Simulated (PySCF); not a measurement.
## Electronic structure of C4H13OPSi2 (SMILES CC(=O)CP([SiH3])C[SiH3]) in real space

| atom | x (Å) | y (Å) | z (Å) |
| --- | --- | --- | --- |
| C | -3.6324 | 0.5132 | -0.1187 |
| C | -2.2381 | 0.4134 | 0.4320 |
| O | -1.9737 | 0.7361 | 1.5692 |
| C | -1.1635 | -0.1213 | -0.4853 |
| P | 0.4954 | 0.6825 | -0.1423 |
| Si | 0.7598 | -0.0016 | 2.0097 |
| C | 1.6137 | -0.5654 | -0.9673 |
| Si | 3.3950 | 0.0526 | -1.0961 |
| H | -3.9310 | -0.4322 | -0.5976 |
| H | -3.6559 | 1.2890 | -0.9016 |
| H | -4.3356 | 0.7778 | 0.6804 |
| H | -1.1067 | -1.2137 | -0.3202 |
| H | -1.4338 | 0.0277 | -1.5430 |
| H | 0.0109 | -1.2727 | 2.2646 |
| H | 2.2213 | -0.3168 | 2.1454 |
| H | 0.4255 | 1.0461 | 3.0101 |
| H | 1.2548 | -0.6927 | -2.0037 |
| H | 1.5804 | -1.5607 | -0.4908 |
| H | 3.9178 | 0.4896 | 0.2324 |
| H | 3.4521 | 1.2110 | -2.0377 |
| H | 4.2717 | -1.0402 | -1.6206 |

Geometry: PBE0-D3(BJ)/def2-SVP.

Level of theory: PBE0/pcSseg-1, SCF density, gas phase, non-relativistic in PySCF 2.14.0.

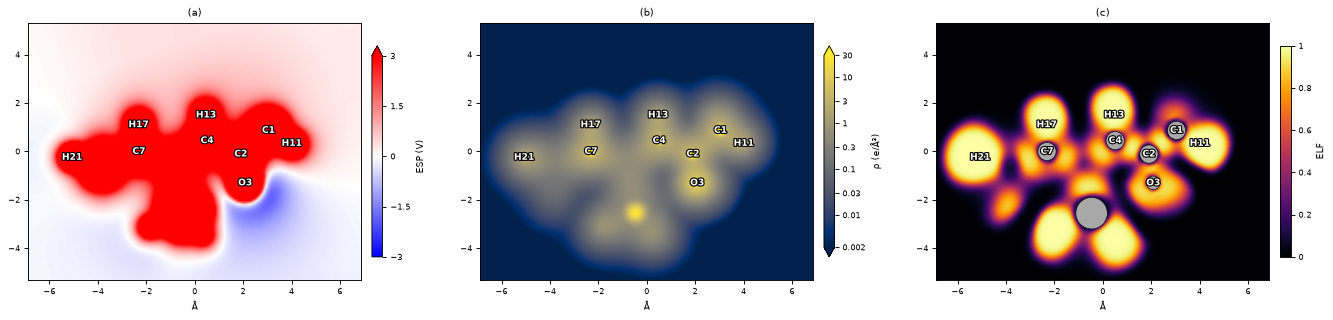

Figure 1. (a) molecular electrostatic potential; (b) electron density; (c) ELF on the plane of atoms C2, C1 and H11. Grey discs cover the atomic cores in the ELF map.

### What do the fields say about this system?

The section cuts through C, O and H sites.
C–O (1.21 Å): ρ is about 3.3 e/Å³ halfway; the ELF peaks at about 0.85 between the atoms (a multiple bond).
C–C (1.50 Å): the density is about 1.8 e/Å³ at the midpoint; the ELF peaks at about 0.95 between the atoms: localised, covalent bonding.
C–H (1.10 Å): ρ at the midpoint is about 2 e/Å³; the ELF climbs to about 1 towards the hydrogen, as it does in any bond to H; a covalent bond by its length.
The ELF also peaks beside O3, away from the bonds: lone-pair regions.
Outside the dense part of the molecule the potential is most negative (−1.9 V) near O3.

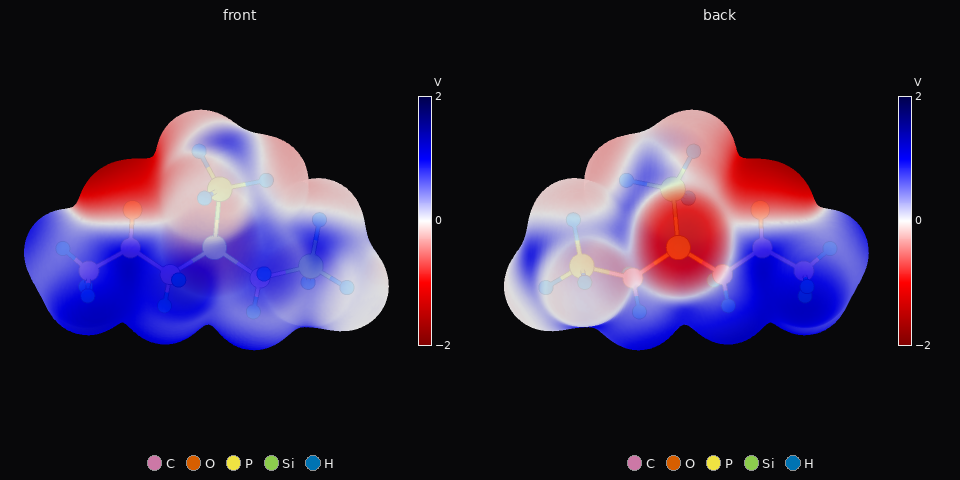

Figure 2. The molecular electrostatic potential painted on the density surface at 0.002 e/bohr³, seen from the front and from behind; the colour scale runs from red (negative) to blue (positive).

### Describe the electrostatic potential map.

The most negative region (about −1.5 V, or −35 kcal/mol for a unit charge) lies over O3, the most positive (about +1.2 V, or +28 kcal/mol for a unit charge) over C2, H9, H10 and H13. O3 is the likeliest acceptor of a hydrogen bond.
